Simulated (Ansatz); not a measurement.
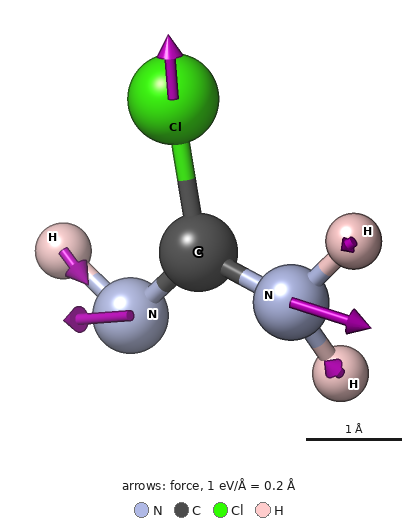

Starting geometry of CH₃ClN₂ with the computed forces as purple arrows. Style: ball-and-stick. Shown at a tilt.

The run prepares an end point of a later path (inversion) calculation, from a guessed geometry.

Level of theory: RKS PBE0-D4/def2-SVP (Ansatz 0.2.0).

Input
```yaml
crystal:
  periodic: [false, false, false]
  atoms:
    - { symbol: "N", position_ang: [-0.5553, 1.2028, -0.1166] }
    - { symbol: C, position_ang: [-0.2675, 0.0099, -0.0835] }
    - { symbol: "N", position_ang: [0.6852, -0.4724, 0.6874] }
    - { symbol: Cl, position_ang: [-0.9837, -1.0939, -1.0893] }
    - { symbol: H, position_ang: [-1.3685, 1.3172, -0.8241] }
    - { symbol: H, position_ang: [0.72119, -0.01052, 1.62674] }
    - { symbol: H, position_ang: [0.75499, -1.49875, 0.78334] }
basis:
  gaussian: { orbitals: def2-SVP }
hamiltonian:
  xc: pbe0
  dispersion: d4
relax:
  f_tol: 0.015
  max_steps: 40
```

Run as
```bash
ansatz run input.yaml --threads 1 --pin off --max-ram 2048MiB --backend cpu --events-out ev --progress --plain --runs-dir out
```

Is this structure relaxed? If not, where do the atoms go?

Answer. It isn't relaxed: the largest force vector, on N1, is 5.01 eV/Å. The final displacements follow the starting forces only in part (cosine between the two patterns 0.39). The largest move after the best rigid fit is that of H6, 0.22 Å. By element the largest moves are H 0.22 Å, Cl 0.20 Å, N 0.13 Å, C 0.04 Å. Among the contacts that change: C2–Cl4 1.656 → 1.782 Å, N1–H5 1.084 → 1.016 Å, C2–N3 1.317 → 1.357 Å, N3–H6 1.047 → 1.012 Å. Among the angles between lasting bonds that change: H6–N3–H7 110.6° → 118.4°, C2–N1–H5 107.2° → 113.2°, N3–C2–Cl4 115.1° → 110.7°. Over 7 accepted moves (8 points after the start) the energy falls by 0.571 eV. Largest force component: 3.7 eV/Å at the start, 0.012 eV/Å at the end. The line search rejected the trial step at point 3 of the run.
